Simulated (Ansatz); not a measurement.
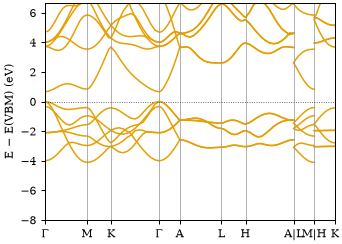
*Band structure from plane-wave PAW r²SCAN (Ansatz code)*

Question: Read off the gap and where the band edges lie.

Answer: About 0.7 eV (0.66 eV by a search for the band edges); maximum at Γ, minimum at Γ.

The material is YN (NiAs type, P6_3/mmc).

A made-up cell: these elements were put on the sites of a structure type; the Crystallography Open Database copy checked does not list it. COD files the formula under space group No. 225, so this cell is another polymorph or a model. Its standing as an ambient phase is unchecked. Symmetry was held in the r²SCAN relaxation; whether a distortion lowers the energy is not shown. No spin polarisation was allowed. The volume moved by -27 % from the start of the relaxation. Spin–orbit coupling is left out wherever it is not named.

Potentials: the later of the program's two PAW sets.
